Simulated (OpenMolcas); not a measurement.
# One shape, several levels: CH2FNOSi (SMILES O=C=N[SiH2]F)

We compute a comparison of 6 runs (HF/cc-pVDZ, BHLYP/cc-pVDZ, M06-L/cc-pVDZ, PBE/cc-pVDZ, r2SCAN/cc-pVDZ, CCSD(T)/cc-pVDZ) of CH2FNOSi. 

The calculation is run with OpenMolcas 26.06.

1 further run of the same task is left out (set aside as unsound or not needed).

## (1) Starting point

CH2FNOSi: 7 atoms, total charge 0, spin state singlet. As SMILES, `O=C=N[SiH2]F`. The O1–C2 distance was set to 1.742 Å, away from the relaxed value.

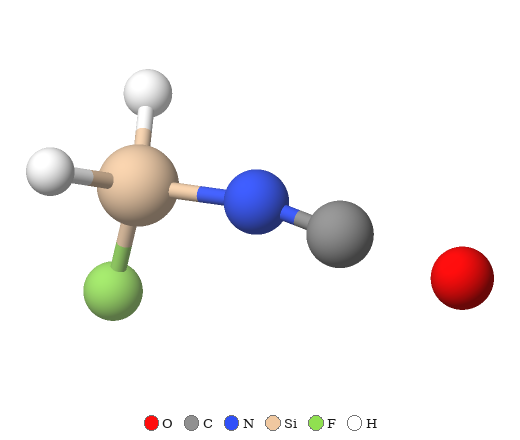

The structure, seen from a chosen angle (oxygen red, carbon grey, nitrogen blue, silicon light orange, fluorine green, hydrogen white).

## (2) A single-point energy at HF/cc-pVDZ (run 1)

File mol.xyz:

```xyz
7

O     -0.707253    -3.453564    -0.699954
C     -0.306900    -1.816900    -0.256100
N     -0.019000    -0.706200     0.076100
Si     0.212100     0.968300     0.188900
F     -0.420200     1.671000    -1.091000
H     -0.490300     1.470300     1.384800
H      1.659300     1.253600     0.203700
```

File test.input:

```
* CH2FNOSi Hartree-Fock
>>> EXPORT MOLCAS_PRINT=2

&GATEWAY
 BASLIB
 $CurrDir
 COORD
 mol.xyz
 BASIS
 cc-pVDZ
 GROUP
 NoSym

&SEWARD

&SCF
 THRESHOLDS
 1e-10 1e-07 1e-07 1e-05
 PRORBITALS
 1 1
```

The basis set cc-pVDZ is read from a file made from the Basis Set Exchange's data (not shown).

Run with:

```console
export MOLCAS_MEM=1860
pymolcas test.input > test.log
```

Output:

```text
--- Start Module: gateway ---
[...]
--- Stop Module: gateway /rc=_RC_ALL_IS_WELL_ ---
--- Start Module: seward ---
[...]
      Basis functions           84
--- Stop Module: seward /rc=_RC_ALL_IS_WELL_ ---
[...]
--- Start Module: scf ---
[...]
       Convergence after  18 Iterations
[...]
::    Total SCF energy                               -556.6450613285
[...]
      Total spin, S                                     0.0000000000
[...]
      Total electronic charge=   46.000000
      Total            charge=   -0.000000
[...]
      Dipole Moment (debye):
      Origin of the operator (angstrom)=   -0.1773   -0.2786   -0.2972
                   X=  1.5437E+00               Y=  3.7875E+00               Z=  2.1408E+00           Total=  4.6164E+00
      Quadrupole Moment (debye*angstrom):
[...]
--- Stop Module: scf /rc=_RC_ALL_IS_WELL_ ---
[...]
```

Run time: 6.6 s. Hardware: 1 thread of Arm Neoverse V1, shared host; peak memory 0.46 GiB.

## (3) A single-point energy at BHLYP/cc-pVDZ (run 2)

File test.inp:

```
&GATEWAY
  BASLIB
  $CurrDir
  COORD
  7
  angstrom
  O       -0.707253      -3.453564      -0.699954
  C       -0.306900      -1.816900      -0.256100
  N       -0.019000      -0.706200       0.076100
  Si       0.212100       0.968300       0.188900
  F       -0.420200       1.671000      -1.091000
  H       -0.490300       1.470300       1.384800
  H        1.659300       1.253600       0.203700
  BASIS
  cc-pVDZ
  GROUP
  NoSym

&SEWARD
  GRIDINPUT
  Grid=UltraFine
  End of Grid

&SCF
  KSDFT
  HYB_GGA_XC_BHANDHLYP
  THRESHOLDS
  1e-10 1e-07 1e-07 1e-05
  PRORBITALS
  1
```

The basis set cc-pVDZ is read from a file made from the Basis Set Exchange's data (not shown).

Run with:

```console
export MOLCAS_MEM=1860
pymolcas test.inp > test.log
```

Output:

```text
--- Start Module: gateway ---
[...]
--- Stop Module: gateway /rc=_RC_ALL_IS_WELL_ ---
--- Start Module: seward ---
[...]
      Basis functions           84
--- Stop Module: seward /rc=_RC_ALL_IS_WELL_ ---
[...]
--- Start Module: scf ---
[...]
       Convergence after  18 Iterations
[...]
::    Total KS-DFT energy                            -558.4014828617
[...]
      Total spin, S                                     0.0000000000
[...]
      Total electronic charge=   46.000000
      Total            charge=   -0.000000
[...]
      Dipole Moment (debye):
      Origin of the operator (angstrom)=   -0.1773   -0.2786   -0.2972
                   X=  1.5464E+00               Y=  4.0766E+00               Z=  2.0950E+00           Total=  4.8372E+00
      Quadrupole Moment (debye*angstrom):
[...]
--- Stop Module: scf /rc=_RC_ALL_IS_WELL_ ---
[...]
```

It took 27 s on 1 thread of Arm Neoverse V1, shared host; peak memory 0.46 GiB.

Runs 3 to 5 aren't shown in full; the table further down has their settings and results.

## (4) The energy at CCSD(T)/cc-pVDZ (run 6)

File mol.inp:

```
&GATEWAY
  BasLib
  $CurrDir
  Coord
  7
  angstrom
  O       -0.707253      -3.453564      -0.699954
  C       -0.306900      -1.816900      -0.256100
  N       -0.019000      -0.706200       0.076100
  Si       0.212100       0.968300       0.188900
  F       -0.420200       1.671000      -1.091000
  H       -0.490300       1.470300       1.384800
  H        1.659300       1.253600       0.203700
  Basis
  cc-pVDZ
  Group
  NoSym

&SEWARD

&SCF
  Thresholds
  1e-10 1e-07 1e-07 1e-05
  PrOrbitals
  1 1

&RASSCF
  FileOrb
  $Project.ScfOrb
  Spin
  1
  Nactel
  0 0 0
  Inactive
  23
  Ras2
  0
  OutOrbitals
  Canonical
  OrbListing
  Few

&MOTRA
  JobIph
  Frozen
  9

&CCSDT
  CCT
  Triples
  2
  Iterations
  80
  Accuracy
  1e-08
  Extrapolation
  5 4
```

The basis set cc-pVDZ is read from a file made from the Basis Set Exchange's data (not shown).

Run with:

```console
export MOLCAS_MEM=1860
pymolcas mol.inp > mol.log
```

Output:

```text
--- Start Module: gateway ---
[...]
--- Stop Module: gateway /rc=_RC_ALL_IS_WELL_ ---
[...]
      Basis functions           84
[...]
       Convergence after  18 Iterations
[...]
::    Total SCF energy                               -556.6450613285
[...]
      Total spin, S                                     0.0000000000
[...]
      Number of active orbitals                  0
[...]
      Spin quantum number                      0.0
[...]
      Active orbitals                            0
[...]
      Number of CSFs                             1
[...]
      Number of root(s) required                 1
[...]
      Convergence after  4 iterations
[...]
      Natural orbitals and occupation numbers for root  1
      ************************************************************************************************************************
      *                                                    Final results                                                     *
      ************************************************************************************************************************
[...]
::    RASSCF root number  1 Total energy:   -556.64506133
[...]
      Total electronic charge=   46.000000
      Total            charge=   -0.000000
[...]
      Dipole Moment (debye):
      Origin of the operator (angstrom)=   -0.1773   -0.2786   -0.2972
                   X=  1.5437E+00               Y=  3.7875E+00               Z=  2.1408E+00           Total=  4.6164E+00
      Quadrupole Moment (debye*angstrom):
[...]
--- Start Module: motra ---
[...]
      *** WARNING: Default frozen orbitals is overwritten by user input.
      *** Default values:   6
[...]
--- Stop Module: motra /rc=_RC_ALL_IS_WELL_ ---
[...]
--- Start Module: ccsdt ---
[...]
      Convergence after                    22  Iterations
      Total energy (diff) :    -557.40899747       0.00000001
[...]
 METHOD                       : CCSD+T(CCSD)+<T3(1)WT1> = CCSD(T)
[...]
       CCSD     =      -557.4089974678219
[...]
--- Stop Module: ccsdt /rc=_RC_ALL_IS_WELL_ ---
[...]
```

Run time: 77 s. Hardware: 1 thread of Arm Neoverse V1, shared host; peak memory 0.47 GiB.

## (5) Overview of the runs

| run | level | integration grid | frozen core orbitals | energy (Eh) | dipole moment (D) of the reference | HOMO energy (eV) | LUMO energy (eV) | wall time |
| --- | --- | --- | --- | --- | --- | --- | --- | --- |
| 1 | HF/cc-pVDZ | – | – | -556.645061 | 4.62 | -12.64 | 2.29 | 6.6 s |
| 2 | BHLYP/cc-pVDZ | UltraFine | – | -558.401483 | 4.84 | -9.40 | -0.61 | 27 s |
| 3 | M06-L/cc-pVDZ | UltraFine | – | -558.515307 | 4.50 | -6.45 | -2.76 | 41 s |
| 4 | PBE/cc-pVDZ | UltraFine | – | -558.112894 | 4.24 | -6.10 | -3.14 | 32 s |
| 5 | r2SCAN/cc-pVDZ | UltraFine | – | -558.384324 | 4.43 | -6.53 | -2.95 | 40 s |
| 6 | CCSD(T)/cc-pVDZ | – | 9 | -557.437923 | 4.62 | -12.64 | 2.29 | 77 s |

## (6) Outcome

```
                                          quantity          value
                               run 6: total energy  -557.43792 Eh
         run 6: dipole moment (mean-field density)         4.62 D
        run 6: HOMO energy (Hartree–Fock orbitals)      -12.64 eV
        run 6: LUMO energy (Hartree–Fock orbitals)        2.29 eV
      run 6: HOMO–LUMO gap (Hartree–Fock orbitals)       14.94 eV
run 6: correlation energy (9 core orbitals frozen)     -792.9 mEh
                             run 6: (T) correction     -28.93 mEh
```

In words: Over runs 1, 2, 3, 4, 5 the dipole moment (its size) runs from 4.24 D (PBE/cc-pVDZ) to 4.84 D (BHLYP/cc-pVDZ). Over runs 1, 2, 3, 4, 5 the HOMO–LUMO gap runs from 2.97 eV (PBE/cc-pVDZ) to 14.94 eV (HF/cc-pVDZ). Exact exchange widens orbital gaps. Totals of different functionals can't be ranked against each other. All runs together took 3.7 min, the longest 77 s.
